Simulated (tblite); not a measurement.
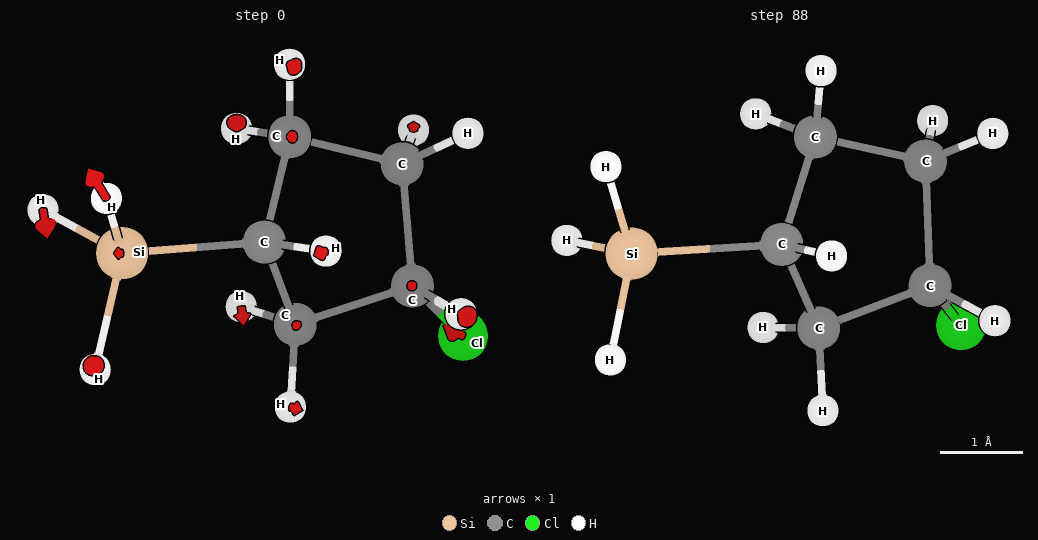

The structure of C5H11ClSi before (left) and after (right) a relaxation, at one scale. The red arrows give the displacements, at their true length.

The picture is a ball-and-stick view, seen at a tilt.

Computed with GFN2-xTB geometry optimisation, gas phase (tblite). 

Question: What changed between the two?

Answer: Over 88 geometry steps the energy falls by 10.4 kcal/mol. The atom that moves furthest after the best rigid fit is an H atom (0.61 Å). Largest moves by element: H 0.61 Å, Cl 0.38 Å, C 0.15 Å, Si 0.14 Å. Near-neighbour distances that change, for instance: C–Si 1.843 → 1.903 Å, C–H 1.129 → 1.091 Å, C–C 1.505 → 1.538 Å, C–Cl 1.766 → 1.787 Å. Among the angles between lasting bonds that change: Cl–C–H 113.2° → 105.2°, H–C–H 114.8° → 108.4°, C–C–H 104.4° → 109.9°. Groups turn about C–Si by about 20°.
